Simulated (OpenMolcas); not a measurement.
# doublet WCl4O+ at 6 levels

Aim: a comparison of 6 runs (UHF/def2-SVP, UBHLYP/def2-SVP, UBLYP/def2-SVP, UM06-2X/def2-SVP, UPBE0/def2-SVP, ROMP2/def2-SVP) of doublet WCl4O+. 

The results are computed with OpenMolcas 26.06.

1 further run of the same task is left out (set aside as unsound or not needed).

### 1 Starting point

WCl4O+ has 6 atoms, charge +1, and is taken as a doublet. As SMILES of the parent species, `O=[W](Cl)(Cl)(Cl)Cl`. Geometry: relaxed at PBE0-D4/def2-TZVP. That shape belongs to the parent species and isn't relaxed for this state.

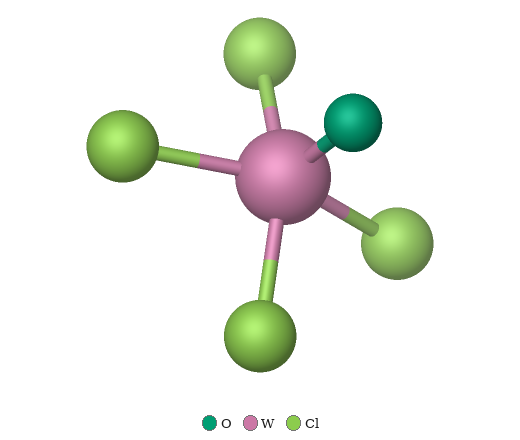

The structure, seen from a chosen angle (oxygen teal, tungsten pink, chlorine green).

### 2 A single-point energy at UHF/def2-SVP (core potential) (run 1)

calc.inp reads:

```
* Cl4OW Hartree-Fock
&gateway
baslib=$CurrDir
coord
6
bohr
O     -0.01899175    -3.30163500     0.35245282
W     -0.00096376    -0.16831791     0.01797130
Cl     3.61935465     1.07321326     2.02633443
Cl    -3.60939580     0.66234901    -2.21160318
Cl     2.13384095     0.47139218    -3.68543837
Cl    -2.12386319     1.26301735     3.50028301
basis=def2-SVP
group=NoSym
&seward
&scf
uhf
charge=1
spin=2
thresholds=1e-10 1e-07 1e-07 1e-05
prorbitals=0
```

The basis set def2-SVP is read from a file made from the Basis Set Exchange's data (not shown).

The run is started by

```bash
$ export MOLCAS_MEM=1860
$ pymolcas calc.inp > calc.log
```

The program printed:

```text
--- Start Module: gateway ---
[...]
--- Stop Module: gateway /rc=_RC_ALL_IS_WELL_ ---
--- Start Module: seward ---
[...]
      Basis functions          118
--- Stop Module: seward /rc=_RC_ALL_IS_WELL_ ---
[...]
--- Start Module: scf ---
[...]
       Convergence after  35 Iterations
[...]
::    Total SCF energy                              -1978.3399132236
[...]
      Total spin, S                                     0.5332892675
[...]
      Total electronic charge=   89.000000
      Total            charge=    1.000000
[...]
      Dipole Moment (debye):
      Origin of the operator (angstrom)=    0.0003    0.0585   -0.0062
                   X=  1.1126E-02               Y=  1.9072E+00               Z= -2.0361E-01           Total=  1.9181E+00
      Center of Charge (angstrom)
[...]
--- Stop Module: scf /rc=_RC_ALL_IS_WELL_ ---
[...]
```

It took 53 s on 1 thread of Intel Xeon Platinum 8259CL at 2.50GHz (Skylake/Cascade Lake), shared host; peak memory 0.74 GiB.

### 3 A single-point energy at UBHLYP/def2-SVP (core potential) (run 2)

run.input reads:

```
&GATEWAY
  BasLib=$CurrDir
  BasisSet
  O.def2-SVP....
  O1 -0.010050 -1.747150 0.186510 angstrom
  End of Basis
  BasisSet
  W.def2-SVP....
  W2 -0.000510 -0.089070 0.009510 angstrom
  End of Basis
  BasisSet
  Cl.def2-SVP....
  Cl3 1.915280 0.567920 1.072290 angstrom
  Cl4 -1.910010 0.350500 -1.170330 angstrom
  Cl5 1.129180 0.249450 -1.950250 angstrom
  Cl6 -1.123900 0.668360 1.852270 angstrom
  End of Basis

&SEWARD
  GridInput
  Grid=UltraFine
  End of Grid

&SCF
  UHF
  Charge=1
  Spin=2
  KSDFT=HYB_GGA_XC_BHANDHLYP
  Thresholds=1e-10 1e-07 1e-07 1e-05
  PrOrbitals=1 1
```

The basis set def2-SVP is read from a file made from the Basis Set Exchange's data (not shown).

The run is started by

```bash
$ export MOLCAS_MEM=1860
$ pymolcas run.input > run.log
```

The program printed:

```text
--- Start Module: gateway ---
[...]
--- Stop Module: gateway /rc=_RC_ALL_IS_WELL_ ---
--- Start Module: seward ---
[...]
      Basis functions          118
--- Stop Module: seward /rc=_RC_ALL_IS_WELL_ ---
[...]
--- Start Module: scf ---
[...]
       Convergence after  43 Iterations
[...]
::    Total KS-DFT energy                           -1982.0929237417
[...]
      Total spin, S                                     0.5119268447
[...]
      Total electronic charge=   89.000000
      Total            charge=    1.000000
[...]
      Dipole Moment (debye):
      Origin of the operator (angstrom)=    0.0003    0.0585   -0.0062
                   X=  9.0245E-03               Y=  1.7469E+00               Z= -1.8618E-01           Total=  1.7568E+00
      Center of Charge (angstrom)
[...]
--- Stop Module: scf /rc=_RC_ALL_IS_WELL_ ---
[...]
```

Wall time 2.6 min (1 thread of Intel Xeon Platinum 8259CL at 2.50GHz (Skylake/Cascade Lake), shared host); peak memory 0.74 GiB.

Run 3 isn't shown in full; the table further down has it.

### 4 The energy at UM06-2X/def2-SVP (core potential) (run 4)

coord.xyz reads:

```xyz
6

O     -0.010050    -1.747150     0.186510
W     -0.000510    -0.089070     0.009510
Cl     1.915280     0.567920     1.072290
Cl    -1.910010     0.350500    -1.170330
Cl     1.129180     0.249450    -1.950250
Cl    -1.123900     0.668360     1.852270
```

test.input reads:

```
* Cl4OW Kohn-Sham DFT
>>> EXPORT MOLCAS_PRINT=2
&GATEWAY
BasLib=$CurrDir
Coord=coord.xyz
Basis=def2-SVP
Group=NoSym
&SEWARD
GridInput
Grid=UltraFine
End of Grid
&SCF
UHF
Charge=1
Spin=2
KSDFT=M062X
Thresholds=1e-10 1e-07 1e-07 1e-05
PrOrbitals=0
```

The basis set def2-SVP is read from a file made from the Basis Set Exchange's data (not shown).

The run is started by

```bash
$ export MOLCAS_MEM=1860
$ pymolcas test.input > test.log
```

The program printed:

```text
--- Start Module: gateway ---
[...]
--- Stop Module: gateway /rc=_RC_ALL_IS_WELL_ ---
--- Start Module: seward ---
[...]
      Basis functions          118
--- Stop Module: seward /rc=_RC_ALL_IS_WELL_ ---
[...]
--- Start Module: scf ---
[...]
       Convergence after  30 Iterations
[...]
::    Total KS-DFT energy                           -1982.0777444202
[...]
      Total spin, S                                     0.5086836137
[...]
      Total electronic charge=   89.000000
      Total            charge=    1.000000
[...]
      Dipole Moment (debye):
      Origin of the operator (angstrom)=    0.0003    0.0585   -0.0062
                   X=  8.5855E-03               Y=  1.5307E+00               Z= -1.6332E-01           Total=  1.5394E+00
      Center of Charge (angstrom)
[...]
--- Stop Module: scf /rc=_RC_ALL_IS_WELL_ ---
[...]
```

Wall time 2.6 min (1 thread of Intel Xeon Platinum 8259CL at 2.50GHz (Skylake/Cascade Lake), shared host); peak memory 0.74 GiB.

Run 5 isn't shown in full; the table further down has it.

### 5 A single-point energy at ROMP2/def2-SVP (core potential) (run 6)

mol.inp reads:

```
* Cl4OW ROMP2

&GATEWAY
  BasLib
  $CurrDir
  Coord
  6
  bohr
  O     -0.01899175    -3.30163500     0.35245282
  W     -0.00096376    -0.16831791     0.01797130
  Cl     3.61935465     1.07321326     2.02633443
  Cl    -3.60939580     0.66234901    -2.21160318
  Cl     2.13384095     0.47139218    -3.68543837
  Cl    -2.12386319     1.26301735     3.50028301
  Basis
  def2-SVP
  Group
  NoSym

&SEWARD

&SCF
  UHF
  Charge
  1
  Spin
  2
  Thresholds
  1e-10 1e-07 1e-07 1e-05
  PrOrbitals
  1 1

&RASSCF
  FileOrb
  $Project.UnaOrb
  Spin
  2
  Nactel
  1 0 0
  Inactive
  44
  Ras2
  1
  OutOrbitals
  Canonical
  OrbListing
  NoCore

&CASPT2
  IPEA
  0.0
  Frozen
  21
```

The basis set def2-SVP is read from a file made from the Basis Set Exchange's data (not shown).

The run is started by

```bash
$ export MOLCAS_MEM=1860
$ pymolcas mol.inp > mol.log
```

The program printed:

```text
--- Start Module: gateway ---
[...]
--- Stop Module: gateway /rc=_RC_ALL_IS_WELL_ ---
[...]
      Basis functions          118
[...]
       Convergence after  35 Iterations
[...]
::    Total SCF energy                              -1978.3399132236
[...]
      Total spin, S                                     0.5332892675
[...]
--- Start Module: rasscf ---
[...]
      Number of active orbitals                  1
[...]
      Spin quantum number                      0.5
[...]
      Active orbitals                            1
[...]
      Number of CSFs                             1
[...]
      Number of root(s) required                 1
[...]
      Convergence after  9 iterations
[...]
      printout of CI-coefficients larger than  0.05 for root  1
      energy=   -1978.331205
      conf/sym  1     Coeff  Weight
             1  u   1.00000 1.00000
      Natural orbitals and occupation numbers for root  1
      sym 1:   1.000000
      ************************************************************************************************************************
      *                                                    Final results                                                     *
[...]
::    RASSCF root number  1 Total energy:  -1978.33120518
[...]
      Total electronic charge=   89.000000
      Total            charge=    1.000000
[...]
      Dipole Moment (debye):
      Origin of the operator (angstrom)=    0.0003    0.0585   -0.0062
                   X=  1.0657E-02               Y=  1.8604E+00               Z= -1.9870E-01           Total=  1.8710E+00
      Center of Charge (angstrom)
[...]
--- Stop Module: rasscf /rc=_RC_ALL_IS_WELL_ ---
[...]
--- Start Module: caspt2 ---
[...]
 ###    WARNING: User changed nr of frozen orbitals.                         ###
 ###############################################################################
[...]
      E2 (Variational):          -1.1869308562
      Total energy:           -1979.5181360313
[...]
      Reference weight:           0.65618
[...]
::    CASPT2 Root  1     Total energy:  -1979.51813603
[...]
--- Stop Module: caspt2 /rc=_RC_ALL_IS_WELL_ ---
[...]
```

It took 74 s on 1 thread of Intel Xeon Platinum 8259CL at 2.50GHz (Skylake/Cascade Lake), shared host; peak memory 0.74 GiB.

### 6 All runs side by side

| run | level | integration grid | frozen core orbitals | energy (Eh) | HOMO energy (eV) | LUMO energy (eV) | ⟨S²⟩ | wall time |
| --- | --- | --- | --- | --- | --- | --- | --- | --- |
| 1 | UHF/def2-SVP (core potential) | – | – | -1978.339913 | -16.18 | -10.98 | 0.818 | 53 s |
| 2 | UBHLYP/def2-SVP (core potential) | UltraFine | – | -1982.092924 | -15.40 | -12.45 | 0.774 | 2.6 min |
| 3 | UBLYP/def2-SVP (core potential) | UltraFine | – | -1982.325397 | -13.39 | -12.85 | 0.754 | 2.1 min |
| 4 | UM06-2X/def2-SVP (core potential) | UltraFine | – | -1982.077744 | -15.61 | -12.56 | 0.767 | 2.6 min |
| 5 | UPBE0/def2-SVP (core potential) | UltraFine | – | -1981.616230 | -14.76 | -12.92 | 0.762 | 1.8 min |
| 6 | ROMP2/def2-SVP (core potential) | – | 21 | -1979.518136 | – | – | – | 74 s |

### 7 Summary of results

```
           quantity           value
run 6: total energy  -1979.51814 Eh
```

Totals of different functionals can't be ranked against each other. All runs together took 11 min, the longest 2.6 min.
